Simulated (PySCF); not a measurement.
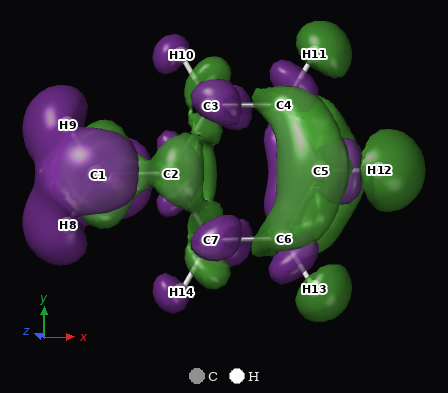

Figure. C7H7, charge +1, SMILES `[CH2+]c1ccccc1`. Change of the electron density in a uniform field of 0.51 V/Å, surfaces at ±0.005 e/Å³ (purple: gain, green: loss).

Method: ωB97X/6-31+G*; geometry: GFN2-xTB; program: PySCF. No frequency check shows the geometry to be a minimum. The basis has diffuse s and p functions alone, which still leaves polarisabilities too small, most of all across bonds.

Q: Along which Cartesian direction does the field point?

A: Along +x: electrons gather on the −x side, against the field.

Q: How large is the response?

A: The induced dipole is 2.91 D (along the field); α along this axis, from the fields in both directions, is 113 bohr³ (16.7 Å³).

Q: Which atoms gain and lose the most charge?

A: Electrons gather most on C1 (Hirshfeld charge changes by −0.055 e) and leave C5 most (+0.040 e); 0.212 electrons are displaced in all.

Run time: 55 s on 1 thread of Intel(R) Xeon(R) Platinum 8259CL CPU @ 2.50GHz (Skylake/Cascade Lake), with other jobs on the host, peak memory 0.76 GiB.
